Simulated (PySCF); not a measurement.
# S₃: structure of the singlet

Aim: relax S₃ as a singlet from a linear chain start, check by its vibrations whether the end is a minimum, and collect its spectrum and constants.

Program: PySCF 2.14.0. Level of theory: B3LYP, basis S def2-TZVP, no relativity, density fitting. These are calculated values, not measurements.

### 1 Where the work starts

3 atoms, charge 0, spin multiplicity 1.

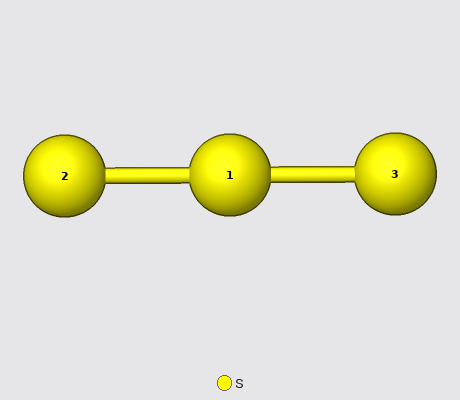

As it starts; sulfur yellow; atoms are numbered from 1 in the order of the file.

```xyz
3
charge 0 multiplicity 1
S     0.0000    0.0000    0.0000
S     0.0000    0.0000    1.9570
S     0.0000    0.0000   -1.9570
```

### 2 Finding the electronic state

The steps below are one call of a driver around PySCF. For each, scf.py gives the equivalent set-up of the SCF; relaxations use the driver's own optimiser. After this first run the driver tries any further starts and a stability analysis.

The input, scf.py:

```python
from pyscf import gto, scf, dft
mol = gto.M(atom='''
S      0.000000     0.000000     0.000000
S      0.000000     0.000000     1.957000
S      0.000000     0.000000    -1.957000''',
    basis={'S': 'def2-TZVP'},
    charge=0, spin=0)
mf = dft.RKS(mol, xc='B3LYP')
mf.grids.atom_grid = (50, 194)
aux = {'S': 'def2-universal-JKFIT'}
mf = mf.density_fit(auxbasis=aux)
mf.conv_tol = 1e-08
mf.diis_space = 10
mf.max_cycle = 60
mf.init_guess = 'minao'
mf.verbose = 4
mf.kernel()
```

On the command line:

```sh
$ OMP_NUM_THREADS=2 python axn.py task.json out
```

The program printed:

```text
init E= -1194.97479631205
  HOMO = -0.195465813860457  LUMO = -0.191992241978343  gap/eV = 0.09452
cycle= 1 E= -1194.5195820667  delta_E= 0.455  |g|= 0.273  |ddm|= 2.84
  HOMO = -0.194848270101879  LUMO = -0.1622405718394  gap/eV = 0.88730
cycle= 2 E= -1194.44438426057  delta_E= 0.0752  |g|= 0.576  |ddm|= 0.691
  HOMO = -0.191928946706426  LUMO = -0.156160016310431  gap/eV = 0.97332
cycle= 3 E= -1194.53459164265  delta_E= -0.0902  |g|= 0.0846  |ddm|= 0.527
  HOMO = -0.202499360137022  LUMO = -0.164478300231822  gap/eV = 1.03461
cycle= 4 E= -1194.53666577741  delta_E= -0.00207  |g|= 0.0176  |ddm|= 0.122
  HOMO = -0.200530426712174  LUMO = -0.162612043113172  gap/eV = 1.03181
cycle= 5 E= -1194.53674676282  delta_E= -8.1e-05  |g|= 0.000787  |ddm|= 0.0202
  HOMO = -0.200513097275618  LUMO = -0.162504795260389  gap/eV = 1.03426
cycle= 6 E= -1194.53674686445  delta_E= -1.02e-07  |g|= 0.000164  |ddm|= 0.0015
  HOMO = -0.200507643741286  LUMO = -0.162502583890259  gap/eV = 1.03417
cycle= 7 E= -1194.53674687336  delta_E= -8.91e-09  |g|= 3.62e-05  |ddm|= 0.000195
  HOMO = -0.20051540733397  LUMO = -0.162508659878707  gap/eV = 1.03422
Extra cycle  E= -1194.53674687271  delta_E= 6.47e-10  |g|= 5.81e-05  |ddm|= 8.98e-05
converged SCF energy = -1194.53674687271
```

This step, with its further starts and checks, needed 7.5 s of wall time on 2 threads of Arm Neoverse V2, shared host.

Energies from each starting density:

```csv
start,energy (Eh)
the minimal-basis guess,-1194.536747
a thermally smeared density,-1194.535865
a smeared PBE density,-1194.536747
```

The test of internal stability and the other starts found no lower closed-shell solution.

### 3 Relaxing the singlet from the linear chain start

The program finds D∞h symmetry in the start, which this walk keeps. The walk stops when the largest gradient is under 0.0003 Eh/bohr and the energy has settled too.

Edit scf.py of step 2 so:

```diff
@@ -15 +14,0 @@
-mf.init_guess = 'minao'
```

Steps of the walk:

```
step   energy (Eh)  change (kJ/mol)  largest symmetric gradient (Eh/bohr)
   0  -1194.536747             0.00                               0.03948
   1  -1194.542845           -16.01                               0.00238
   2  -1194.542872           -16.08                               0.00041
   3  -1194.542873           -16.08                               0.00001
```

The walk took 4.3 s.

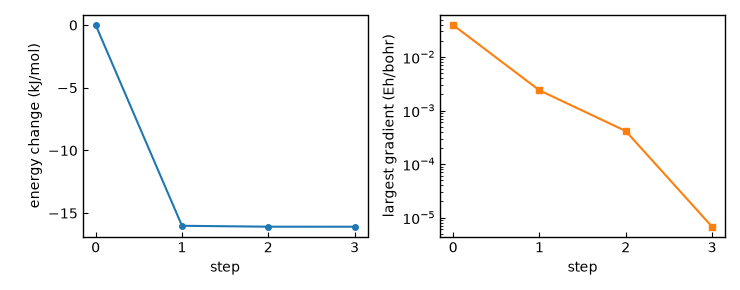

Energy and largest gradient along the walk.

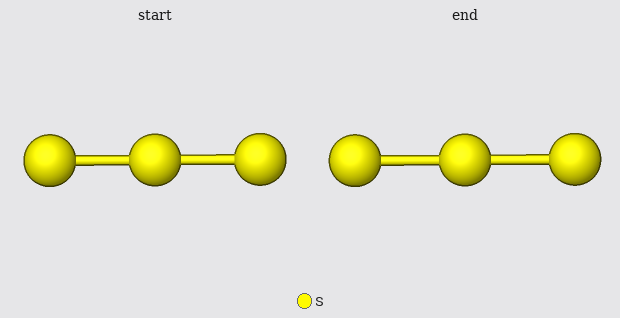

Start and end of the relaxation.

End point (D∞h, 3 steps, 16.1 kJ/mol gained): S–S 2.045 Å (×2); S–S–S 180.0°.

### 4 Is it a minimum? Harmonic modes

The point is checked on the finer grid, and tightened if its gradient asks for it. The Hessian and the dipole derivatives come from central differences of analytic gradients, with steps of 0.02 bohr.

Edit scf.py of step 3 so:

```diff
@@ -4,2 +4,2 @@
-S      0.000000     0.000000     1.957000
-S      0.000000     0.000000    -1.957000''',
+S      0.000000     0.000000     2.044577
+S     -0.000000     0.000000    -2.044577''',
@@ -9 +9 @@
-mf.grids.atom_grid = (50, 194)
+mf.grids.atom_grid = (75, 302)
@@ -12 +12 @@
-mf.conv_tol = 1e-08
+mf.conv_tol = 1e-10
```

The driver hands on the density of the step before, so the log starts near convergence.

SCF at the final geometry:

```text
init E= -1194.54289332138
  HOMO = -0.217826711628696  LUMO = -0.176244003036982  gap/eV = 1.13152
cycle= 1 E= -1194.54289332134  delta_E= 4.21e-11  |g|= 1.11e-05  |ddm|= 1.06e-05
  HOMO = -0.217826893383354  LUMO = -0.1762442846517  gap/eV = 1.13152
cycle= 2 E= -1194.54289331942  delta_E= 1.92e-09  |g|= 7.5e-05  |ddm|= 7.1e-05
  HOMO = -0.217826846977413  LUMO = -0.1762441930912  gap/eV = 1.13152
cycle= 3 E= -1194.54289332137  delta_E= -1.96e-09  |g|= 4.22e-06  |ddm|= 6.27e-05
  HOMO = -0.217826800679745  LUMO = -0.176244107597969  gap/eV = 1.13152
cycle= 4 E= -1194.54289332138  delta_E= -3.64e-12  |g|= 1.17e-07  |ddm|= 3.22e-06
  HOMO = -0.217826769681171  LUMO = -0.176244082521061  gap/eV = 1.13152
Extra cycle  E= -1194.54289332138  delta_E= -5.68e-12  |g|= 9.85e-08  |ddm|= 2.5e-07
converged SCF energy = -1194.54289332138
```

The whole step took 12 s.

Geometry: D∞h; S–S 2.045 Å (×2); S–S–S 180.0°.

Wavenumbers (cm⁻¹): 826i, 826i, 385, 403. These are not to be trusted: the point is only loosely found or the SCF state changes between the displacements.

### 5 Following the imaginary mode

The start is the last point, displaced along its most imaginary mode.

The program finds C2v symmetry in the start, which this walk keeps. Threshold on the gradient: 0.0003 Eh/bohr, with a further test on the energy change.

Edit scf.py of step 4 so:

```diff
@@ -3,3 +3,3 @@
-S      0.000000     0.000000     0.000000
-S      0.000000     0.000000     2.044577
-S     -0.000000     0.000000    -2.044577''',
+S     -0.120000    -0.000000     0.000000
+S      0.060000     0.000000     2.044577
+S      0.060000     0.000000    -2.044577''',
@@ -9 +9 @@
-mf.grids.atom_grid = (75, 302)
+mf.grids.atom_grid = (50, 194)
@@ -12 +12 @@
-mf.conv_tol = 1e-10
+mf.conv_tol = 1e-08
```

Steps of the walk:

```csv
step,energy (Eh),change (kJ/mol),largest symmetric gradient (Eh/bohr)
0,-1194.561235,0.00,0.06867
1,-1194.600431,-102.91,0.04442
2,-1194.637612,-200.53,0.04193
3,-1194.650089,-233.29,0.00996
4,-1194.650511,-234.39,0.00438
5,-1194.650572,-234.55,0.00059
6,-1194.650573,-234.56,0.00004
```

The walk took 7.9 s.

Geometry (Å) and forces (eV/Å) at some steps:

```
step 0
S   -0.120   0.000   0.000  -3.531   0.000   0.000
S    0.060   0.000   2.045   1.766   0.000  -1.168
S    0.060   0.000  -2.045   1.766   0.000   1.168
step 1
S   -0.332   0.000   0.000  -1.800   0.000   0.000
S    0.166   0.000   1.994   0.900   0.000  -2.284
S    0.166   0.000  -1.994   0.900   0.000   2.284
step 3
S   -0.655   0.000   0.000   0.376   0.000   0.003
S    0.327   0.000   1.677  -0.189   0.000  -0.513
S    0.327   0.000  -1.677  -0.187   0.000   0.511
step 6
S   -0.659   0.000   0.000  -0.002   0.000   0.000
S    0.330   0.000   1.650   0.001   0.000  -0.001
S    0.330   0.000  -1.650   0.001   0.000   0.002
```

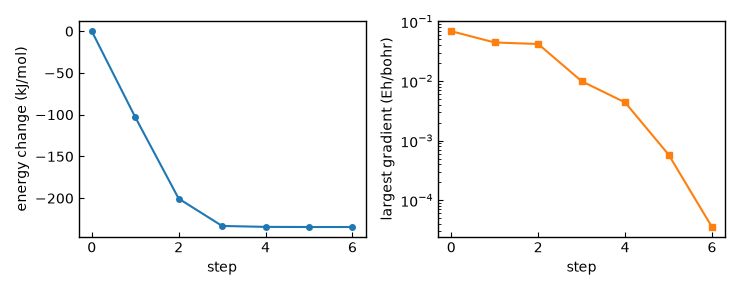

Energy and largest gradient along the walk.

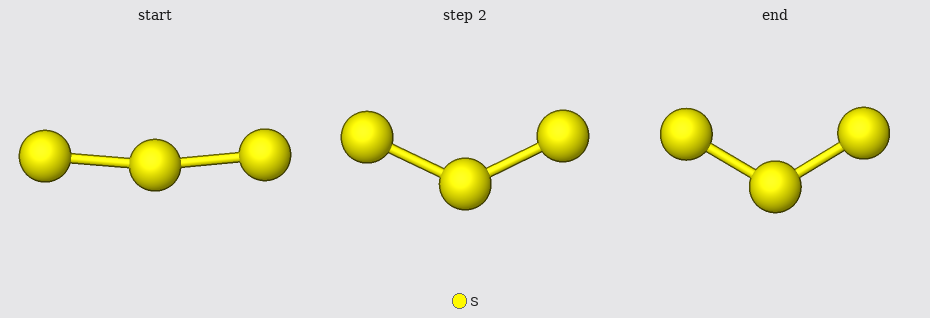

Start and end of the relaxation, with a step between.

After 6 steps and 234.6 kJ/mol it ends at C2v: S–S 1.923 Å (×2); S–S–S 118.1°.

### 6 Vibrations and properties at this point

As before: finer grid, then central differences.

Edit scf.py of step 5 so:

```diff
@@ -3,3 +3,3 @@
-S     -0.120000    -0.000000     0.000000
-S      0.060000     0.000000     2.044577
-S      0.060000     0.000000    -2.044577''',
+S     -0.659070    -0.000000     0.000000
+S      0.329535     0.000000     1.649744
+S      0.329535     0.000000    -1.649744''',
@@ -9 +9 @@
-mf.grids.atom_grid = (50, 194)
+mf.grids.atom_grid = (75, 302)
@@ -12 +12 @@
-mf.conv_tol = 1e-08
+mf.conv_tol = 1e-10
```

SCF at the final geometry:

```text
init E= -1194.65060634053
  HOMO = -0.269604516181217  LUMO = -0.165169191168363  gap/eV = 2.84183
cycle= 1 E= -1194.65060634053  delta_E= -2.27e-13  |g|= 1.32e-06  |ddm|= 1.81e-06
  HOMO = -0.26960442366423  LUMO = -0.165169098986052  gap/eV = 2.84183
Extra cycle  E= -1194.65060634052  delta_E= 1e-11  |g|= 4.41e-06  |ddm|= 5.67e-06
converged SCF energy = -1194.65060634052
```

The whole step needed 15 s of wall time on 2 threads of Arm Neoverse V2, shared host.

Geometry: C2v; S–S 1.923 Å (×2); S–S–S 118.1°.

Modes, for the most abundant isotopes:

```json
{"symmetry": "a1", "ω (cm⁻¹)": "264", "IR (km/mol)": "1.0", "μ (u)": "31.97"}
{"symmetry": "a1", "ω (cm⁻¹)": "596", "IR (km/mol)": "2.6", "μ (u)": "31.97"}
{"symmetry": "b2", "ω (cm⁻¹)": "686", "IR (km/mol)": "129", "μ (u)": "31.97"}
```

All wavenumbers are real: a minimum.

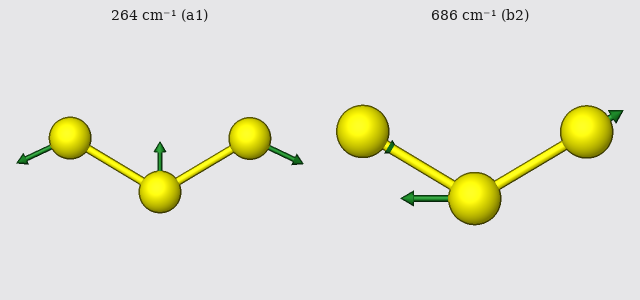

How the atoms move in 2 of the modes.

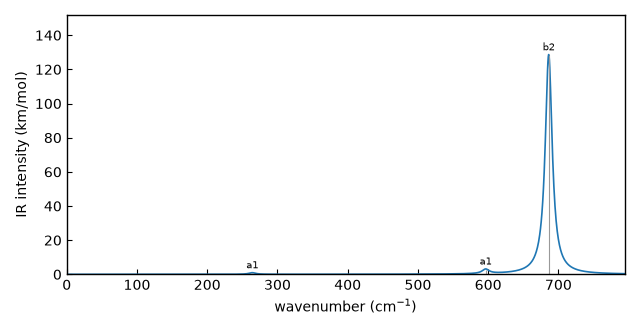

The harmonic infrared spectrum (widths in cm⁻¹). Lines are broadened to a width of 12 cm⁻¹ (Lorentzian).

Constants and moments:

- Dipole moment: 0.54 D
- Highest occupied level: -7.34 eV
- Lowest empty level: -4.49 eV
- Rotational constants: 0.8092, 0.09686, 0.08651 cm⁻¹
- Zero-point energy: 9.3 kJ/mol
- Principal polarisabilities: 29.8, 40.5, 100.4 bohr³
- Atomisation energy without zero-point energy: 665 kJ/mol
- Principal traceless quadrupole moments about the centre of mass: -0.92, -0.91, 1.83 D Å
- Entropy at 298.15 K and 1 bar: 274.6 J/(mol K)
- Heat capacity Cp at 298.15 K: 48.5 J/(mol K)
- Enthalpy at 298.15 K above 0 K: 11.88 kJ/mol
- Rotational symmetry number: 2

Charges (e) and bond orders:

| atom | Mulliken | Löwdin | polar tensor | Mayer order to S1 |
| --- | --- | --- | --- | --- |
| S1 | 0.24 | 0.14 | 0.66 | – |
| S2,3 | -0.12 | -0.07 | -0.33 | 1.71 |

Outer orbital energies (eV). occupied: -20.24, -16.08, -11.83, -11.16, -11.00, -7.77, -7.38, -7.34; empty: -4.49, -1.17, 0.13, 3.94.

Mulliken populations on S1: s 5.81, p 9.57, d 0.35, f 0.02.

### 7 Stability of the closed shell

At the lowest minimum the closed shell is tested against spin polarisation, on the (50, 194) grid. It is stable.

### 8 Outcome

| quantity | value |
| --- | --- |
| minimum | singlet, C2v |
| geometry | S–S 1.923 Å (×2); S–S–S 118.1° |
| wavenumbers (cm⁻¹) | 264 (a1), 596 (a1), 686 (b2) |
| dipole moment | 0.54 D |
| highest occupied, lowest empty level | -7.34, -4.49 eV |
| polar-tensor charge of S1 | +0.66 e |
| zero-point energy | 9.3 kJ/mol |
| entropy at 298.15 K | 274.6 J/(mol K) |
| atomisation energy (no zero-point energy) | 665 kJ/mol |

**Reading.** From D∞h at the start the molecule goes to a C2v minimum. The strongest infrared band lies at 686 cm⁻¹ (b2, stretch). Other starts or spin states, not run here, may lie lower.

The search up to here took 50 s.
